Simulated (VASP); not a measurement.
Band structure of Cd3As2 (space group Pn-3m). Calculation: PBEsol GGA, VASP's PBE PAW potentials (set 64) (plane waves; VASP).

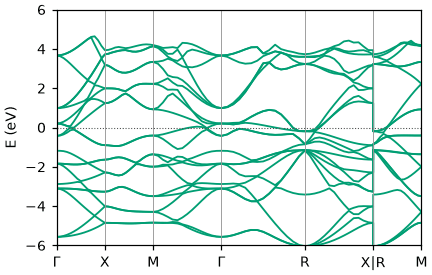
Bands along high-symmetry lines, zero at the valence-band maximum or, without a gap, the Fermi level

Question: Read the plot: is there a gap, and where are the band edges?

Answer: It has no gap at this level: it comes out as a metal or semimetal. (Edges off the drawn lines would not show.)

The structure comes from a computed database's Cd3As2 entry (Pn-3m); how it stands against other phases isn't given here. It was relaxed first, which changed the volume by -7 %.
